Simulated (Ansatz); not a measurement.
# Tin, omega (AlB2-type) under BLYP: ground state and equation of state, part 2 of 2

What does BLYP give for tin in the omega (AlB2-type) structure? We relax it, solve it on a dense k-mesh, then scale the cell to 7 volumes from 88 to 112 % of the relaxed one and try a fit of the equation of state. Spin polarisation is left out. The k-meshes are 7×7×10 for the relaxation; 9×9×13 for the dense run; 7×7×11 for the volumes.

Ansatz 0.2.0; DFT, BLYP, plane waves (420 eV) with PAW, scalar-relativistic. The steps go on from the part before.

## (6) Equation of state: 96 %

Contents of input.yaml:

```yaml
crystal:
  lattice:
    - [5.61999395, 0.0, 0.0]
    - [-2.809996975, 4.8670575298, 0.0]
    - [0.0, 0.0, 3.2649614341]
  atoms:
    - { symbol: Sn, position: [1.0, 1.0, 0.0] }
    - { symbol: Sn, position: [0.3333333333, 0.6666666667, 0.5] }
    - { symbol: Sn, position: [0.6666666667, 0.3333333333, 0.5] }
hamiltonian:
  xc: blyp
  pseudopotentials:
    kind: paw
    azcp:
      Sn: "pseudopotentials/Sn.paw.azcp"
basis:
  ecutwfc: 420
  fft_grid_basis: typed
kpoints:
  mp_grid: { grid: [7, 7, 11], shift: [0, 0, 0] }
magnetization:
  spin_polarized: false
scf:
  occupations: { method: fermi_dirac, width: 0.1 }
  lower_state_search: "off"
output:
  stress: true
  write_density: true
  write_potential: true
  elf: true
  volumetric_format: npy
```

Output, shortened:

```text
Warning: RAYON_NUM_THREADS=2 ignored (pool sized by the plan → 2); use --threads N
[...]
Pseudopotentials: kind: paw
Pseudopotential: Sn, paw, valence charge 14, recommended cutoff 420 eV (normal), <dir>
Functional definition: BLYP
[...]
Crystal: 3 atoms, lattice volume = 89.306 Å³
Basis set: ecut = 420 eV, 1751 PW (Γ), exchange–correlation on 80×80×48 points (8 copies of the dense FFT grid, shifted against one another)
Bands: 26, of which v1, the nominal top of the filled ones, is band 21 counted from 1 (20 counted from 0)
Symmetry: 24 space group operations
Space group: P6/mmm (ITA 191), of the structure as read, at distance tolerance 4.5e-5 Å
k-points: 48 of 539
[...]
SCF iter   1: F=—  HF=-18121.154556 eV  |F-HF|=—  |Δ(HF+E_count)|=         —  Δρ=6.64e-3  dr2=3.29e-2  ethr=1.77e-3  ⟨swp⟩=6.3  Hψ=5575  notcnv=0
[...]
SCF iter   7: F=-18121.148852 eV  HF=-18121.148852 eV  |F-HF|=3.51e-8  |Δ(HF+E_count)|=   9.22e-7  Δρ=8.86e-6  dr2=7.23e-8  ethr=2.38e-10  ⟨swp⟩=8.5  Hψ=9200  notcnv=0
[...]
SCF converged after 7 iterations
Free energy (F): -18121.148852 eV
[...]
E sigma→0 (E₀):  -18121.115717 eV
Entropy (-TS):   -0.066269 eV (-22.090 meV/atom)
Fermi energy:    10.041567 eV
[...]
--- Stress (GPa, compression-positive) ---
        1.078280       0.000000      -0.000000
       -0.000000       1.078280       0.000000
       -0.000000       0.000000       2.210879
  P = ⅓ Tr σ = 1.4558 GPa (14.558 kbar)
--- Band table (eV; the first three rows and the last of 48) ---
  k-point 0: bands = ["-11.7220", "-11.6472", "-11.6472", "-11.5927", "-11.5927", "-11.5104", "-11.4329", "-11.4147", "-11.4147", "-11.3540", "-11.3540", "-11.3517", "-11.3517", "-11.3117", "-11.3117", "-0.4979", "3.8757", "4.2044", "7.7460", "7.7460", "7.8164", "7.8164", "13.5543", [...]
[...]
```

It took 4.8 s on 2 threads of Intel Xeon Platinum 8488C (Sapphire Rapids), shared host; peak memory 0.47 GiB.

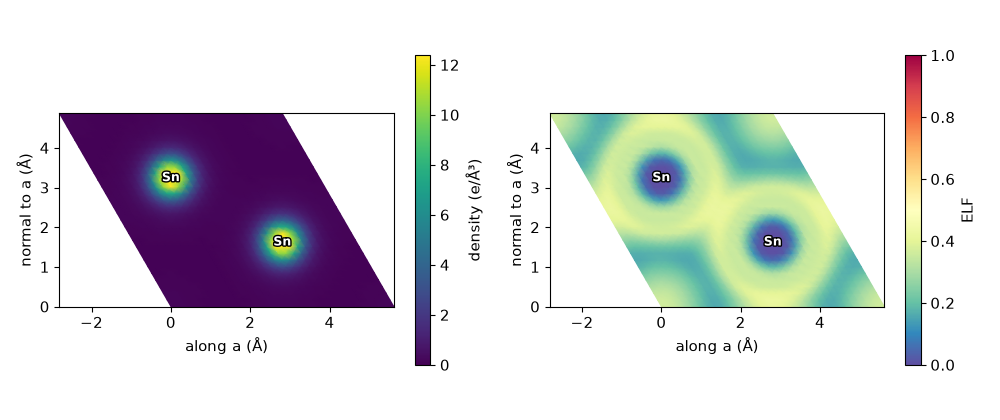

Density (left) and ELF (right) in a lattice plane of the grid's cell (edges 5.62 and 5.62 Å, at 0.500 of the third edge), which holds Sn. Only atoms in the plane are labelled; the density scale stops at 12.38 e/Å³. Both are smooth fields of the valence electrons: close to the nuclei they are not physical.

## (7) Equation of state: 100 %

Changes to input.yaml since step 6:

```diff
@@ -2,5 +2,5 @@
   lattice:
-    - [5.61999395, 0.0, 0.0]
-    - [-2.809996975, 4.8670575298, 0.0]
-    - [0.0, 0.0, 3.2649614341]
+    - [5.6969897363, 0.0, 0.0]
+    - [-2.8484948681, 4.9337378367, 0.0]
+    - [0.0, 0.0, 3.3096924917]
   atoms:
@@ -27,5 +27 @@
   stress: true
-  write_density: true
-  write_potential: true
-  elf: true
-  volumetric_format: npy
```

Output, shortened:

```text
Warning: RAYON_NUM_THREADS=2 ignored (pool sized by the plan → 2); use --threads N
[...]
[... 3 set-up lines as earlier in the session ...]
[...]
Crystal: 3 atoms, lattice volume = 93.027 Å³
Basis set: ecut = 420 eV, 1811 PW (Γ), exchange–correlation on 80×80×48 points (8 copies of the dense FFT grid, shifted against one another)
Bands: 25, of which v1, the nominal top of the filled ones, is band 21 counted from 1 (20 counted from 0)
[... 2 set-up lines as earlier in the session ...]
k-points: 48 of 539
[...]
SCF iter   1: F=—  HF=-18121.170369 eV  |F-HF|=—  |Δ(HF+E_count)|=         —  Δρ=6.46e-3  dr2=3.41e-2  ethr=1.77e-3  ⟨swp⟩=7.7  Hψ=12103  notcnv=0  defer=16
[...]
SCF iter   7: F=-18121.164364 eV  HF=-18121.164364 eV  |F-HF|=5.30e-9  |Δ(HF+E_count)|=   3.23e-7  Δρ=4.12e-6  dr2=2.22e-8  ethr=2.38e-10  ⟨swp⟩=3.3  Hψ=5320  notcnv=0
[...]
SCF converged after 7 iterations
Free energy (F): -18121.164364 eV
[...]
E sigma→0 (E₀):  -18121.130487 eV
Entropy (-TS):   -0.067752 eV (-22.584 meV/atom)
Fermi energy:    9.476515 eV
[...]
--- Stress (GPa, compression-positive) ---
       -0.361643      -0.000000       0.000000
        0.000000      -0.361643      -0.000000
        0.000000      -0.000000       0.533911
  P = ⅓ Tr σ = -0.0631 GPa (-0.631 kbar)
```

Run time: 4.2 s. Hardware: 2 threads of Intel Xeon Platinum 8488C (Sapphire Rapids), shared host; peak memory 0.49 GiB.

## (8) Equation of state: 104 %

Changes to input.yaml since step 7:

```diff
@@ -2,5 +2,5 @@
   lattice:
-    - [5.6969897363, 0.0, 0.0]
-    - [-2.8484948681, 4.9337378367, 0.0]
-    - [0.0, 0.0, 3.3096924917]
+    - [5.7719587248, 0.0, 0.0]
+    - [-2.8859793624, 4.9986628853, 0.0]
+    - [0.0, 0.0, 3.3532460717]
   atoms:
```

Output, shortened:

```text
Warning: RAYON_NUM_THREADS=2 ignored (pool sized by the plan → 2); use --threads N
[...]
[... 3 set-up lines as earlier in the session ...]
[...]
Crystal: 3 atoms, lattice volume = 96.748 Å³
Basis set: ecut = 420 eV, 1907 PW (Γ), exchange–correlation on 80×80×48 points (8 copies of the dense FFT grid, shifted against one another)
Bands: 25, of which v1, the nominal top of the filled ones, is band 21 counted from 1 (20 counted from 0)
[... 1 set-up line as earlier in the session ...]
Space group: P6/mmm (ITA 191), of the structure as read, at distance tolerance 4.6e-5 Å
k-points: 48 of 539
[...]
SCF iter   1: F=—  HF=-18121.154912 eV  |F-HF|=—  |Δ(HF+E_count)|=         —  Δρ=6.32e-3  dr2=3.57e-2  ethr=1.77e-3  ⟨swp⟩=7.8  Hψ=12067  notcnv=0  defer=14
[...]
SCF iter   7: F=-18121.148333 eV  HF=-18121.148333 eV  |F-HF|=1.66e-8  |Δ(HF+E_count)|=   3.85e-7  Δρ=5.06e-6  dr2=3.52e-8  ethr=2.38e-10  ⟨swp⟩=3.3  Hψ=5369  notcnv=0
[...]
SCF converged after 7 iterations
Free energy (F): -18121.148333 eV
[...]
E sigma→0 (E₀):  -18121.113422 eV
Entropy (-TS):   -0.069821 eV (-23.274 meV/atom)
Fermi energy:    8.955702 eV
[...]
--- Stress (GPa, compression-positive) ---
       -1.498535      -0.000000       0.000000
        0.000000      -1.498535       0.000000
        0.000000       0.000000      -0.817909
  P = ⅓ Tr σ = -1.2717 GPa (-12.717 kbar)
```

It took 4.1 s on 2 threads of Intel Xeon Platinum 8488C (Sapphire Rapids), shared host; peak memory 0.49 GiB.

## (9) Equation of state: 108 %

Changes to input.yaml since step 8:

```diff
@@ -2,5 +2,5 @@
   lattice:
-    - [5.7719587248, 0.0, 0.0]
-    - [-2.8859793624, 4.9986628853, 0.0]
-    - [0.0, 0.0, 3.3532460717]
+    - [5.8450292505, 0.0, 0.0]
+    - [-2.9225146253, 5.0619438168, 0.0]
+    - [0.0, 0.0, 3.395696731]
   atoms:
```

Output, shortened:

```text
Warning: RAYON_NUM_THREADS=2 ignored (pool sized by the plan → 2); use --threads N
[...]
[... 3 set-up lines as earlier in the session ...]
[...]
Crystal: 3 atoms, lattice volume = 100.469 Å³
Basis set: ecut = 420 eV, 1931 PW (Γ), exchange–correlation on 80×80×48 points (8 copies of the dense FFT grid, shifted against one another)
Bands: 25, of which v1, the nominal top of the filled ones, is band 21 counted from 1 (20 counted from 0)
[... 2 set-up lines as earlier in the session ...]
k-points: 48 of 539
[...]
SCF iter   1: F=—  HF=-18121.114591 eV  |F-HF|=—  |Δ(HF+E_count)|=         —  Δρ=6.21e-3  dr2=3.78e-2  ethr=1.77e-3  ⟨swp⟩=7.9  Hψ=12136  notcnv=0  defer=13
[...]
SCF iter   7: F=-18121.107211 eV  HF=-18121.107211 eV  |F-HF|=8.80e-9  |Δ(HF+E_count)|=   5.11e-7  Δρ=5.18e-6  dr2=4.12e-8  ethr=2.38e-10  ⟨swp⟩=3.5  Hψ=5453  notcnv=0
[...]
SCF converged after 7 iterations
Free energy (F): -18121.107211 eV
[...]
E sigma→0 (E₀):  -18121.071150 eV
Entropy (-TS):   -0.072122 eV (-24.041 meV/atom)
Fermi energy:    8.474687 eV
[...]
--- Stress (GPa, compression-positive) ---
       -2.395430      -0.000000       0.000000
       -0.000000      -2.395430       0.000000
        0.000000       0.000000      -1.908164
  P = ⅓ Tr σ = -2.2330 GPa (-22.330 kbar)
```

Run time: 4.4 s. Hardware: 2 threads of Intel Xeon Platinum 8488C (Sapphire Rapids), shared host; peak memory 0.5 GiB.

## (10) Equation of state: 112 %

Changes to input.yaml since step 9:

```diff
@@ -2,5 +2,5 @@
   lattice:
-    - [5.8450292505, 0.0, 0.0]
-    - [-2.9225146253, 5.0619438168, 0.0]
-    - [0.0, 0.0, 3.395696731]
+    - [5.9163171208, 0.0, 0.0]
+    - [-2.9581585604, 5.1236809234, 0.0]
+    - [0.0, 0.0, 3.4371117484]
   atoms:
```

Output, shortened:

```text
Warning: RAYON_NUM_THREADS=2 ignored (pool sized by the plan → 2); use --threads N
[...]
[... 3 set-up lines as earlier in the session ...]
[...]
Crystal: 3 atoms, lattice volume = 104.190 Å³
Basis set: ecut = 420 eV, 2051 PW (Γ), exchange–correlation on 80×80×48 points (8 copies of the dense FFT grid, shifted against one another)
Bands: 25, of which v1, the nominal top of the filled ones, is band 21 counted from 1 (20 counted from 0)
[... 1 set-up line as earlier in the session ...]
Space group: P6/mmm (ITA 191), of the structure as read, at distance tolerance 4.7e-5 Å
k-points: 48 of 539
[...]
SCF iter   1: F=—  HF=-18121.054393 eV  |F-HF|=—  |Δ(HF+E_count)|=         —  Δρ=6.12e-3  dr2=4.01e-2  ethr=1.77e-3  ⟨swp⟩=8.0  Hψ=12121  notcnv=0  defer=12
[...]
SCF iter   7: F=-18121.046135 eV  HF=-18121.046135 eV  |F-HF|=9.82e-9  |Δ(HF+E_count)|=   6.36e-7  Δρ=4.93e-6  dr2=4.40e-8  ethr=2.38e-10  ⟨swp⟩=3.9  Hψ=5547  notcnv=0
[...]
SCF converged after 7 iterations
Free energy (F): -18121.046135 eV
[...]
E sigma→0 (E₀):  -18121.008951 eV
Entropy (-TS):   -0.074368 eV (-24.789 meV/atom)
Fermi energy:    8.029332 eV
[...]
--- Stress (GPa, compression-positive) ---
       -3.103458       0.000000       0.000000
       -0.000000      -3.103458       0.000000
        0.000000       0.000000      -2.786676
  P = ⅓ Tr σ = -2.9979 GPa (-29.979 kbar)
```

Wall time 4.9 s (2 threads of Intel Xeon Platinum 8488C (Sapphire Rapids), shared host); peak memory 0.5 GiB.

## (11) Fitting the volumes

All volumes keep the relaxed shape and fractional coordinates.

| V (Å³/atom) | E − E₀ (meV/atom) | P from the stress (GPa) | P from the fit (GPa) |
| --- | --- | --- | --- |
| 27.288 | 58.1 | 5.76 | 5.78 |
| 28.528 | 23.2 | 3.36 | 3.35 |
| 29.769 | 4.9 | 1.46 | 1.43 |
| 31.009 | 0.0 | -0.06 | -0.10 |
| 32.249 | 5.7 | -1.27 | -1.32 |
| 33.490 | 19.8 | -2.23 | -2.28 |
| 34.730 | 40.5 | -3.00 | -3.05 |

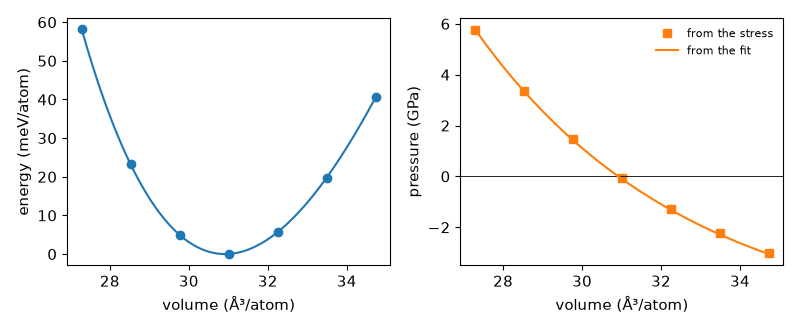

Energy and pressure against volume; the lines are the Birch-Murnaghan fit.

A third-order Birch-Murnaghan fit gives V₀ = 30.918 Å³/atom, B₀ = 34 GPa and B₀′ = 4.7; it misses no point by more than 0.03 meV/atom.

## (12) Outcome

What follows sums up all 2 parts.

| quantity | value |
| --- | --- |
| space group (spins left aside) | P6/mmm (No. 191) |
| conventional cell | a = 5.697 Å, c = 3.310 Å (c/a = 0.581) |
| volume | 31.009 Å³/atom |
| shortest distance | 3.289 Å |
| gap on the mesh | none (levels filled in part) |
| relative to alpha-Sn (diamond) | +276 meV/atom |
| V₀, B₀, B₀′ | 30.918 Å³/atom, 34 GPa, 4.7 |

What this shows: From the guessed start the volume grew by 10.6 % in 9 steps. Against the reference form of tin (alpha-Sn (diamond), computed apart with the same settings) it stands 276 meV/atom higher. Levels at the Fermi energy are filled in part, as in a metal. B₀ comes out at 34 GPa; letting shape and positions relax at each volume could only lower it. Relaxation kept the symmetry; phonons were not checked.
